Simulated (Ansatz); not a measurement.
# C₃H₅BF₂: small, medium and large basis sets

How large a basis does C₃H₅BF₂ need? Two functionals are run in growing sets.

Program: Ansatz 0.2.0, Gaussian basis. Level of theory: one geometry, several basis sets. These are calculated values, not measurements.

The runs, in order: PBE0-D4/def2-SVP; ωB97M-V/def2-SVP; PBE0-D4/def2-QZVPP; ωB97M-V/def2-QZVPP; the functionals' def2-TZVPP values are taken from earlier runs.

### Step 1. The geometry

The geometry comes from an earlier relaxation with PBE0-D4 in a triple-zeta def2 set; it is a stationary point, not always the lowest conformer.

SMILES `FB(F)C1CC1`, 11 atoms, charge 0, spin multiplicity 1.

Atoms are counted from 1 here; the program's logs count them from 0.

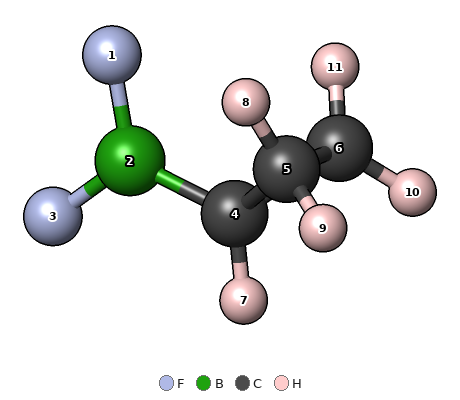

The structure; fluorine light blue, boron green, carbon dark grey, hydrogen pink; atoms are numbered from 1 in the order of the file.

Geometry (Å):

```
F     0.6907   -0.3656    2.1004
B     0.9655    0.5345    1.1644
F     1.8503    1.4630    1.4910
C     0.2901    0.4864   -0.2093
C    -1.1409   -0.0182   -0.2995
C    -0.0471   -0.8710   -0.8055
H     0.5617    1.2565   -0.9216
H    -1.6273   -0.3042    0.6246
H    -1.7815    0.4798   -1.0157
H     0.0785   -0.9699   -1.8759
H     0.2251   -1.7483   -0.2323
```

### Step 2. PBE0-D4 in def2-SVP

in.yaml reads:

```yaml
crystal:
  periodic: [false, false, false]
  atoms:
    - {symbol: F, position_ang: [0.690730, -0.365608, 2.100445]}
    - {symbol: B, position_ang: [0.965507, 0.534536, 1.164413]}
    - {symbol: F, position_ang: [1.850311, 1.462962, 1.490958]}
    - {symbol: C, position_ang: [0.290147, 0.486385, -0.209288]}
    - {symbol: C, position_ang: [-1.140871, -0.018237, -0.299516]}
    - {symbol: C, position_ang: [-0.047130, -0.870967, -0.805511]}
    - {symbol: H, position_ang: [0.561683, 1.256479, -0.921591]}
    - {symbol: H, position_ang: [-1.627255, -0.304215, 0.624568]}
    - {symbol: H, position_ang: [-1.781542, 0.479796, -1.015693]}
    - {symbol: H, position_ang: [0.078539, -0.969867, -1.875939]}
    - {symbol: H, position_ang: [0.225080, -1.748264, -0.232345]}
basis:
  gaussian: {orbitals: def2-SVP}
hamiltonian: {xc: pbe0, dispersion: d4}
output: {orbitals: {seedname: orbitals}}
```

Standard output:

```text
Functional definition: PBE0
  name "PBE0"
  cite "Adamo & Barone, J. Chem. Phys. 110, 6158 (1999) doi:10.1063/1.478522"
  cite "Perdew, Burke & Ernzerhof, Phys. Rev. Lett. 77, 3865 (1996) doi:10.1103/PhysRevLett.77.3865"
  parent pbe
  parameter a = 0.25
  parameter kappa = 0.804
  parameter beta = 0.06672455060314922
  exchange = (1 - a)*pbe_x(kappa = kappa, mu = beta*pi^2/3) + a*exact_x
  correlation = pbe_c(beta = beta)
1214 factors; their error is unknown
mean field evaluation 1: about -9282.7674 eV, gradient 5.2e1 eV
mean field evaluation 2: about -9280.6678 eV, gradient 6.1e1 eV
mean field evaluation 4: about -9288.6088 eV, gradient 1.3e0 eV
mean field evaluation 8: about -9288.6035 eV, gradient 5.5e-2 eV
mean field -9288.60348765 eV, -341.3498821296 hartree, gradient 3.2e-5 eV, S^2 0.000000; 0 other end points of the search recorded, 0 dependent functions left out
reference -9288.60351346 eV, -341.3498830782 hartree; 23, 23 occupied and 86, 86 virtual orbitals, 1214 factors
Total energy: -9288.76750744 eV, -341.3559097456 hartree
```

Run time: 1 s. Hardware: 4 threads of Arm Neoverse V1, shared host.

### Step 3. ωB97M-V in def2-SVP

Edit in.yaml of step 2 so:

```diff
@@ -16,3 +16,3 @@
   gaussian: {orbitals: def2-SVP}
-hamiltonian: {xc: pbe0, dispersion: d4}
+hamiltonian: {xc: {name: wB97M-V}}
 output: {orbitals: {seedname: orbitals}}
```

Standard output (excerpt; [...] marks lines left out):

```text
Functional definition: wB97M-V
  name "wB97M-V"
  cite "Mardirossian & Head-Gordon, J. Chem. Phys. 144, 214110 (2016) doi:10.1063/1.4952647"
  cite "Becke, J. Chem. Phys. 107, 8554 (1997) doi:10.1063/1.475007"
  cite "Vydrov & Van Voorhis, J. Chem. Phys. 133, 244103 (2010) doi:10.1063/1.3521275"
  # Of w^i u^j: cxij and so on, Table III.
[...]
  gx(w, u) = 1 - cx + cx01*u + cx10*w
  gss(w, u) = css00 + css04*u^4 + css10*w + css20*w^2 + css43*w^4*u^3
  gos(w, u) = cos00 + cos10*w + (cos20 + cos21*u)*w^2 + (cos60 + cos61*u)*w^6
[...]
      + integral(e_c_pw_mod_opposite_spin*gos(b97_w_opposite, b97_u_opposite)) + vv10(b, c)
1214 factors; their error is unknown
280 factors; integrals over basis functions are off by at most 5.9e-6 eV
[...]
mean field -9295.19447620 eV, -341.5920964913 hartree, gradient 1.2e-5 eV, S^2 0.000000; 0 other end points of the search recorded, 0 dependent functions left out
reference -9295.19451577 eV, -341.5920979452 hartree; 23, 23 occupied and 86, 86 virtual orbitals, 1214 factors
Total energy: -9295.19451577 eV, -341.5920979452 hartree
```

Wall time 4 s (4 threads of Arm Neoverse V1, shared host); peak memory 0.32 GiB.

### Step 4. PBE0-D4 in def2-QZVPP

Edit in.yaml of step 3 so:

```diff
@@ -15,4 +15,4 @@
 basis:
-  gaussian: {orbitals: def2-SVP}
-hamiltonian: {xc: {name: wB97M-V}}
+  gaussian: {orbitals: "def2-QZVPP.json"}
+hamiltonian: {xc: pbe0, dispersion: d4}
 output: {orbitals: {seedname: orbitals}}
```

Standard output:

```text
Functional definition: PBE0
  name "PBE0"
  cite "Adamo & Barone, J. Chem. Phys. 110, 6158 (1999) doi:10.1063/1.478522"
  cite "Perdew, Burke & Ernzerhof, Phys. Rev. Lett. 77, 3865 (1996) doi:10.1103/PhysRevLett.77.3865"
  parent pbe
  parameter a = 0.25
  parameter kappa = 0.804
  parameter beta = 0.06672455060314922
  exchange = (1 - a)*pbe_x(kappa = kappa, mu = beta*pi^2/3) + a*exact_x
  correlation = pbe_c(beta = beta)
1398 factors; their error is unknown
mean field evaluation 1: about -9290.4464 eV, gradient 6.8e1 eV
mean field evaluation 2: about -9284.4249 eV, gradient 8.4e1 eV
mean field evaluation 4: about -9299.8503 eV, gradient 3.2e0 eV
mean field evaluation 8: about -9299.8657 eV, gradient 7.0e-2 eV
mean field evaluation 16: about -9299.8694 eV, gradient 3.1e-5 eV
mean field -9299.86939647 eV, -341.7638966425 hartree, gradient 3.1e-5 eV, S^2 0.000000; 0 other end points of the search recorded, 0 dependent functions left out
reference -9299.86943523 eV, -341.7638980669 hartree; 23, 23 occupied and 469, 469 virtual orbitals, 1398 factors
Total energy: -9300.03342921 eV, -341.7699247344 hartree
```

Run time: 7.5 s. Hardware: 4 threads of Arm Neoverse V1, shared host; peak memory 1.6 GiB.

### Step 5. ωB97M-V in def2-QZVPP

Edit in.yaml of step 4 so:

```diff
@@ -16,3 +16,3 @@
   gaussian: {orbitals: "def2-QZVPP.json"}
-hamiltonian: {xc: pbe0, dispersion: d4}
+hamiltonian: {xc: {name: wB97M-V}}
 output: {orbitals: {seedname: orbitals}}
```

Standard output (excerpt; [...] marks lines left out):

```text
Functional definition: wB97M-V
  name "wB97M-V"
  cite "Mardirossian & Head-Gordon, J. Chem. Phys. 144, 214110 (2016) doi:10.1063/1.4952647"
  cite "Becke, J. Chem. Phys. 107, 8554 (1997) doi:10.1063/1.475007"
  cite "Vydrov & Van Voorhis, J. Chem. Phys. 133, 244103 (2010) doi:10.1063/1.3521275"
  # Of w^i u^j: cxij and so on, Table III.
[...]
  gx(w, u) = 1 - cx + cx01*u + cx10*w
  gss(w, u) = css00 + css04*u^4 + css10*w + css20*w^2 + css43*w^4*u^3
  gos(w, u) = cos00 + cos10*w + (cos20 + cos21*u)*w^2 + (cos60 + cos61*u)*w^6
[...]
      + integral(e_c_pw_mod_opposite_spin*gos(b97_w_opposite, b97_u_opposite)) + vv10(b, c)
1398 factors; their error is unknown
363 factors; integrals over basis functions are off by at most 4.8e-6 eV
[...]
mean field -9306.74691290 eV, -342.0166407096 hartree, gradient 2.3e-5 eV, S^2 0.000000; 0 other end points of the search recorded, 0 dependent functions left out
reference -9306.74697516 eV, -342.0166429975 hartree; 23, 23 occupied and 469, 469 virtual orbitals, 1398 factors
Total energy: -9306.74697516 eV, -342.0166429975 hartree
```

It took 18 s on 4 threads of Arm Neoverse V1, shared host; peak memory 2 GiB.

### Step 6. Functionals by basis

The def2-TZVPP values come from earlier runs at the same geometry.

| functional | basis | functions | energy (eV) | from the largest (eV) | HOMO (eV) | LUMO (eV) |
| --- | --- | --- | --- | --- | --- | --- |
| PBE0-D4 | def2-SVP | 109 | -9288.7675 | 11.266 | -8.87 | 0.49 |
| PBE0-D4 | def2-TZVPP | 256 | -9299.5414 | 0.492 | -8.89 | 0.32 |
| PBE0-D4 | def2-QZVPP | 492 | -9300.0334 | 0.000 | -8.90 | 0.24 |
| ωB97M-V | def2-SVP | 109 | -9295.1945 | 11.552 | -11.12 | 2.64 |
| ωB97M-V | def2-TZVPP | 256 | -9306.2860 | 0.461 | -11.15 | 2.25 |
| ωB97M-V | def2-QZVPP | 492 | -9306.7470 | 0.000 | -11.16 | 1.77 |

### Step 7. Results

```
                                       quantity           value
PBE0-D4: double and triple zeta above quadruple  11.27, 0.49 eV
ωB97M-V: double and triple zeta above quadruple  11.55, 0.46 eV
```

For PBE0-D4 the step from double to triple zeta gains 10.77 eV and the next only 0.49 eV. These are total energies; as a rule much of such shifts cancels in differences, which this series doesn't test. The LUMO of ωB97M-V is positive and keeps falling with the basis (2.64 to 1.77 eV): an unbound level that the basis holds in place.

For PBE0-D4 the largest set took about 8 times as long as the smallest (7.5 s against 1 s).
